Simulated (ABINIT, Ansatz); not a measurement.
# Quasiparticle gap of MgZrF6 (Fm-3m) in ABINIT, part 3 of 3

How does a plane-wave GW calculation on MgZrF6 (Fm-3m) run from the first input to the gap?

ABINIT 10.8.3; LDA and many-body steps on it, plane waves. Known limits of the many-body steps: not at the basis limit; no spin-orbit coupling; coarse k mesh.

So far. Step 4 (Empty states on the mesh, 2×2×2 mesh, 102 bands): On this mesh the gap is 6.824 eV. Step 5 (Screening, 2×2×2 mesh, 94 bands, screening to 98 eV): Local fields lower ε∞ by 9 %. On a Γ-centred mesh this coarse the value itself is usually too large, while a short band sum pulls it down.

## 6. Self-energy, 2×2×2 mesh, 94 bands, screening to 98 eV

The self-energy is evaluated for the states that the input lists, and the levels follow from it, in one-shot runs by the linearised quasiparticle equation.

This step: G0W0 on LDA, plane waves, norm-conserving pseudopotentials.

run.abi

```
acell 3*1.0 Angstrom
rprim 
  0.000000000000 3.988016550000 3.988016550000
  3.988016550000 0.000000000000 3.988016550000
  3.988016550000 3.988016550000 -0.000000000000
ntypat 3
znucl 12 40 9
natom 8
typat 1 2 3 3 3 3 3 3
xred 
  0.500000000000 0.500000000000 0.500000000000
  0.000000000000 0.000000000000 0.000000000000
  0.747623080000 0.252376920000 0.252376920000
  0.252376920000 0.747623080000 0.747623080000
  0.252376920000 0.747623080000 0.252376920000
  0.747623080000 0.252376920000 0.747623080000
  0.252376920000 0.252376920000 0.747623080000
  0.747623080000 0.747623080000 0.252376920000
pp_dirpath "pseudos"
pseudos "Mg.upf, Zr.upf, F.upf"
ecut 38
ngkpt 2 2 2
nshiftk 1
shiftk 0 0 0
kptopt 1
chksymbreak 0
istwfk *1
occopt 1
irdwfk 1
optdriver 4
nband 94
gwcalctyp 0
ecutsigx 38
symsigma 1
nkptgw 1
kptgw 
  0.0000000000 0.0000000000 0.0000000000
bdgw 
  30 35
ecuteps 3.6
irdscr 1
ppmodel 1
indata_prefix "in"
outdata_prefix "out"
tmpdata_prefix "tmp"
```

Command:

```bash
> OMP_NUM_THREADS=1 mpirun -n 4 abinit run.abi > log
```

Numbers of over 12 decimals in the logs are rounded to 6 here.

The log of the run:

```text
.Version 10.8.3 of ABINIT. v10.8.2 released Aug 2026.

 Symmetries : space group Fm -3 m (#225); Bravais cF (face-center cubic)
[... echo of the input left out ...]
== DATASET  1 ==================================================================
-   mpi_nproc: 4, omp_nthreads: 1 (-1 if OMP is not activated)

--- !DatasetInfo
iteration_state: {dtset: 1, }
dimensions: {natom: 8, nkpt: 3, mband: 94, nsppol: 1, nspinor: 1, nspden: 1, mpw: 9608, }
cutoff_energies: {ecut:  38.0, pawecutdg:  -1.0, }
electrons: {nelect:   6.40000000E+01, charge:   0.00000000E+00, occopt:   1.00000000E+00, tsmear:   1.00000000E-02, }

 SIGMA: Calculation of the GW corrections

 Based on a program developped by R.W. Godby, V. Olevano, G. Onida, and L. Reining.
 Incorporated in ABINIT by V. Olevano, G.-M. Rignanese, and M. Torrent.
.Using double precision arithmetic ; gwpc =  8

[... cell and pseudopotentials left out ...]
--------------------------------------------------------------------------------

 ==== K-mesh for the wavefunctions ====
 Number of points in the irreducible wedge :     3
[... list of points left out ...]
 Together with 48 symmetry operations and time-reversal symmetry
 yields     8 points in the full Brillouin Zone.

 ==== Q-mesh for screening function ====
 Number of points in the irreducible wedge :     3
[... list of points left out ...]
 Together with 48 symmetry operations and time-reversal symmetry
 yields     8 points in the full Brillouin Zone.

 vcoul_init : cutoff-mode = AUXILIARY_FUNCTION
 q-points for optical limit:   1
     1)      0.000010    0.000020    0.000030
 setmesh: FFT mesh size selected  =    60x   60x   60
          total number of points  =       216000

 Number of electrons calculated from density =   64.0000; Expected =   64.0000
 average of density, n =  0.074762
 r_s =    1.4726
 omega_plasma =   26.3753 [eV]

 === KS Band Gaps ===
  >>>> For spin  1
   Minimum direct gap =   6.8236 [eV], located at k-point      :   0.0000  0.0000  0.0000
   Fundamental gap    =   6.8236 [eV], Top of valence bands at :   0.0000  0.0000  0.0000
                                       Bottom of conduction at :   0.0000  0.0000  0.0000
 SIGMA fundamental parameters:
 PLASMON POLE MODEL  1
 number of plane-waves for SigmaX                 9577
 number of plane-waves for SigmaC and W            283
 number of plane-waves for wavefunctions          9577
 number of bands                                    94
 number of independent spin polarizations            1
 number of spinorial components                      1
 number of k-points in IBZ                           3
 number of q-points in IBZ                           3
 number of symmetry operations                      48
 number of k-points in BZ                            8
 number of q-points in BZ                            8
 number of frequencies for dSigma/dE                 9
 frequency step for dSigma/dE [eV]                0.25
 number of omega for Sigma on real axis              0
 max omega for Sigma on real axis  [eV]           0.00
 zcut for avoiding poles [eV]                     0.10

 EPSILON^-1 parameters (SCR file):
 dimension of the eps^-1 matrix on file            283
 dimension of the eps^-1 matrix used               283
 number of plane-waves for wavefunctions          9577
 number of bands                                    94
 number of q-points in IBZ                           3
 number of frequencies                               2
 number of real frequencies                          1
 number of imag frequencies                          1

 matrix elements of self-energy operator (all in [eV])

 Perturbative Calculation

--- !SelfEnergy_ee
iteration_state: {dtset: 1, }
kpoint     : [   0.000,    0.000,    0.000, ]
spin       : 1
KS_gap     :    6.824
QP_gap     :   12.083
Delta_QP_KS:    5.259
data: !SigmaeeData |
     Band     E0 <VxcDFT>   SigX SigC(E0)      Z dSigC/dE  Sig(E)    E-E0       E
       30  -2.402 -22.743 -30.118   5.166   0.807  -0.239 -24.527  -1.784  -4.186
       31  -2.402 -22.743 -30.118   5.166   0.807  -0.239 -24.527  -1.784  -4.186
       32  -2.402 -22.743 -30.118   5.166   0.807  -0.239 -24.527  -1.784  -4.186
       33   4.421 -16.374  -9.744  -2.596   0.861  -0.161 -12.899   3.475   7.897
       34   4.421 -16.374  -9.744  -2.596   0.861  -0.161 -12.899   3.475   7.897
       35   4.421 -16.374  -9.744  -2.596   0.861  -0.161 -12.899   3.475   7.897

== END DATASET(S) ==============================================================
================================================================================

 -outvars: echo values of variables after computation  --------
           etotal      0.0000000000E+00
            nband          94
             nkpt           3
          spgroup         225
 [... the other variables as echoed above ...]

 Calculation completed.
```

Run time: 4.8 s. Hardware: 4 MPI ranks of Arm Neoverse V2, shared host; peak memory 1.2 GiB; 19 s of CPU time.

Numbers from this step:

```yaml
g0w0_gap_on_the_points_computed: 12.08 eV
starting_gap_on_the_mesh: 6.824 eV
k_of_the_valence_top: 0, 0, 0
k_of_the_conduction_bottom: 0, 0, 0
z_at_the_valence_top: 0.807
z_at_the_conduction_bottom: 0.861
least_direct_g0w0_gap_on_the_computed_points: 12.08 eV
```

The gap on the mesh goes from 6.82 eV to 12.08 eV, a correction of +5.26 eV.

Limits: finite bands, cutoff and mesh; no spin-orbit coupling; coarse k mesh. v1 is the top filled band, c1 the lowest empty one. The levels before and after the correction (eV, zero at the valence-band top of each column):

|  | conduction bottom | valence top |
| --- | --- | --- |
| Kohn-Sham | 6.82 | 0.00 |
| G0W0 | 12.08 | 0.00 |

|  | level | energy (eV) |
| --- | --- | --- |
| Kohn-Sham | Γ v3-v1 | 0.000 |
| Kohn-Sham | Γ c1-c3 | 6.824 |
| G0W0 | Γ v3-v1 | 0.000 |
| G0W0 | Γ c1-c3 | 12.083 |

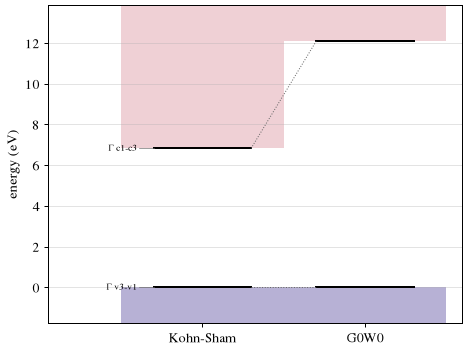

Levels before and after the correction. Shaded: valence and conduction bands.

## 7. Where the time went

Times are wall times on 4 MPI ranks of Arm Neoverse V2, shared host, good to a factor of about two.

| step | time | share | memory (GiB) |
| --- | --- | --- | --- |
| ground state | 37 s | 25 % | 0.49 |
| bands along the symmetry lines | 56 s | 39 % | 0.48 |
| empty states on the mesh | 29 s | 20 % | 0.4 |
| screening | 17 s | 12 % | 1.4 |
| self-energy | 4.8 s | 3 % | 1.2 |

## 8. What came out

```json
{
 "LDA gap": "6.82 eV, direct",
 "G0W0 gap on the mesh": "12.08 eV",
 "GW settings": "2×2×2 mesh, 94 bands, screening to 98 eV, Godby-Needs plasmon pole",
 "known limits": "not at the basis limit; no spin-orbit coupling; coarse k mesh"
}
```

What this shows: G0W0 moves the gap on the mesh from 6.82 eV to 12.08 eV (+5.26 eV), with Z of 0.81 and 0.86 at the edges. Local fields lower the RPA ε∞ on this mesh from 2.18 to 1.99; a Γ-centred mesh this coarse tends to raise both, most where the direct gap is narrow, while a short band sum lowers them. Only 1 of the mesh's irreducible points was corrected, so a valley elsewhere could overtake. The dearest step here is «bands along the symmetry lines». Bands and cutoff are finite, so the gap is not at the basis limit. The miss can reach some tenths of an eV and take either sign; the mesh is an error of its own. In the G0W0 run levels were corrected at 1 k point alone, so a gap called «on the mesh» is the least over those, and an edge elsewhere would be missed. The 2×2×2 mesh is coarse for this cell, which bears on the long-range parts of exchange and screening. The many-body steps are scalar-relativistic: spin-orbit coupling is not in them.

[Paths, hosts, dates, memory and timing lines, banners, echoed tables and standing remarks are left out of the program output.]

[Logs are printed without paths, hosts, clocks, repeated set-up lines and the standing remarks that a program may print on its own settings, such as how far it seeks lower states.]

[Runs of the session that timed out or met a known fault of the program may be left out.]

[Hosts, paths, dates, database ids (printed as entryN), source tags and the programs' standing remarks are cut or masked in the printed files.]

[G0W0 gaps are taken among the corrected bands and points alone; a level outside them can change the order at an edge.]

[Where Ansatz stands beside ABINIT at settings called matched, ABINIT's density can come from a denser mesh and the files from another edition; pairs whose starting gaps differed by over 0.03 eV were left out, so agreement reads better than it is.]
